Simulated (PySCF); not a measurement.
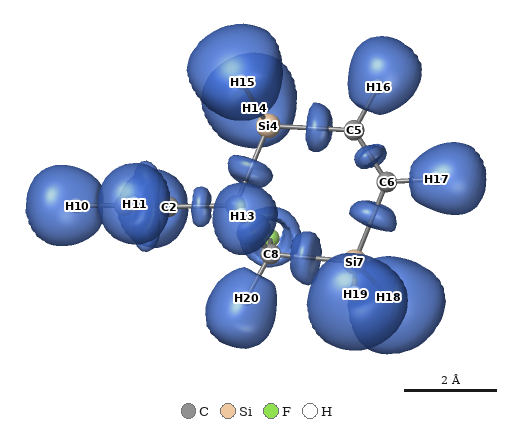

Figure. C6H11FSi2. Isosurface of the electron localisation function at 0.85 (blue), seen across its widest extent. Only the valence region is drawn (cores and ρ < 0.01 e/Å³ removed).

Geometry: GFN2-xTB.

Method: PBE0/pcSseg-1, SCF density, gas phase, non-relativistic (PySCF).

```yaml
atoms:
  - { symbol: C, position_ang: [-3.0084, -0.7135, 0.8644] }
  - { symbol: C, position_ang: [-2.0395, -0.6908, -0.0333] }
  - { symbol: C, position_ang: [-0.6420, -0.2526, 0.2351] }
  - { symbol: Si, position_ang: [-0.3535, 1.4865, -0.5171] }
  - { symbol: C, position_ang: [1.4729, 1.8946, -0.2882] }
  - { symbol: C, position_ang: [2.4332, 1.0112, -0.0129] }
  - { symbol: Si, position_ang: [2.1748, -0.8396, 0.2038] }
  - { symbol: C, position_ang: [0.3765, -1.2341, -0.3361] }
  - { symbol: F, position_ang: [0.3278, -1.1807, -1.7326] }
  - { symbol: H, position_ang: [-4.0106, -1.0208, 0.6188] }
  - { symbol: H, position_ang: [-2.8364, -0.4188, 1.8874] }
  - { symbol: H, position_ang: [-2.2331, -0.9898, -1.0553] }
  - { symbol: H, position_ang: [-0.4806, -0.2060, 1.3167] }
  - { symbol: H, position_ang: [-0.7052, 1.5012, -1.9385] }
  - { symbol: H, position_ang: [-1.1763, 2.4492, 0.2273] }
  - { symbol: H, position_ang: [1.7446, 2.9389, -0.4067] }
  - { symbol: H, position_ang: [3.4552, 1.3642, 0.0925] }
  - { symbol: H, position_ang: [3.0925, -1.5937, -0.6530] }
  - { symbol: H, position_ang: [2.3113, -1.2288, 1.6143] }
  - { symbol: H, position_ang: [0.0916, -2.2657, -0.0896] }
```

**What do the ELF domains correspond to?**

The surface consists of four regions between bonded C–C atoms (shared pairs), four regions between bonded C–Si atoms (shared pairs), eleven regions around hydrogen nuclei and one region wrapped around F (its lone pairs, merged into a ring or cap). Profiles from the grid: C–C (1.32 Å): the ELF peaks at about 0.90 between the atoms: a short, multiple covalent bond. C–F (1.40 Å): the ELF peaks at about 0.85 between the atoms; a shared but strongly polarised pair.
